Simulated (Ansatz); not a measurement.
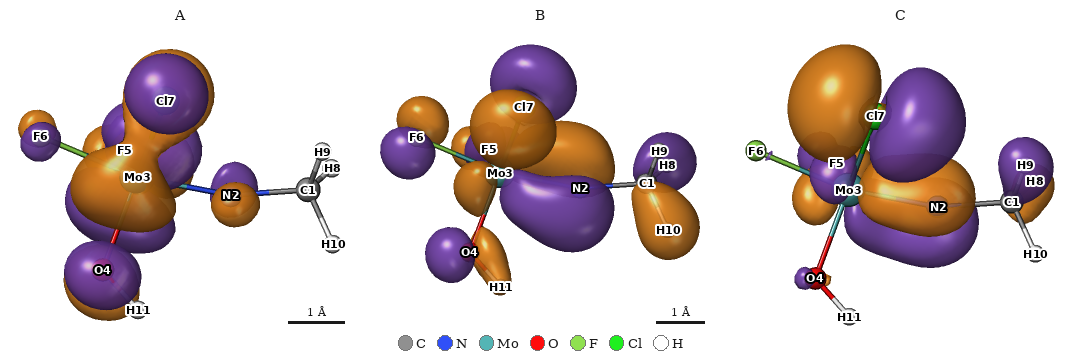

Figure 1: CH₄ClF₂MoNO (SMILES C[N]=[Mo]([OH])([F])([F])[Cl]). Three frontier orbitals at ±0.1 Å⁻³ᐟ² (orange and purple are the two phases), in no order.

Geometry: PBE0-D4/def2-TZVP; core potentials replace the inner electrons of Mo.

The calculation used RKS PBE0-D4/def2-TZVPP in Ansatz 0.2.0.

The calculation's input:

```
crystal:
  periodic: [false, false, false]
  atoms:
    - {symbol: C, position_ang: [0.992741, -1.522595, -0.565639]}
    - {symbol: N, position_ang: [0.118824, -0.456466, -0.292737]}
    - {symbol: Mo, position_ang: [-0.511078, 1.089850, 0.114926]}
    - {symbol: O, position_ang: [-1.885102, 0.597626, 1.238958]}
    - {symbol: F, position_ang: [-0.977544, 1.547467, -1.605293]}
    - {symbol: F, position_ang: [-0.819969, 2.925786, 0.507417]}
    - {symbol: Cl, position_ang: [1.491520, 1.512461, 1.144536]}
    - {symbol: H, position_ang: [1.129167, -1.641741, -1.645406]}
    - {symbol: H, position_ang: [1.965602, -1.309413, -0.104024]}
    - {symbol: H, position_ang: [0.602351, -2.458193, -0.152056]}
    - {symbol: H, position_ang: [-2.041112, -0.341683, 1.380119]}
basis:
  gaussian: {orbitals: def2-TZVPP}
hamiltonian: {xc: pbe0, dispersion: d4}
output: {orbitals: {seedname: orbitals}}
```

Command:

```sh
ansatz run in.yaml --threads 4 --pin off --events-out ev --progress --plain --max-ram 11315MiB
```

**Which picture is the HOMO−1, the HOMO and the LUMO?**

B is the HOMO−1 (−8.91 eV). Its weight (Hirshfeld) is mainly on N2 (about 30 %), Cl7 (about 20 %), Mo3 (about 15 %), F6 (about 10 %) and C1 (about 5 %). C is the HOMO (−8.41 eV). It lies mainly on Cl7 (about 55 %), N2 (about 20 %) and Mo3 (about 15 %); largely a combination of lone pairs on Cl7 and N2. A is the LUMO (−2.77 eV). It lies mainly on Mo3 (about 60 %), Cl7 (about 10 %), O4 (about 10 %) and F5 (about 5 %).

**What is the HOMO–LUMO gap?**

5.64 eV between the orbital energies.
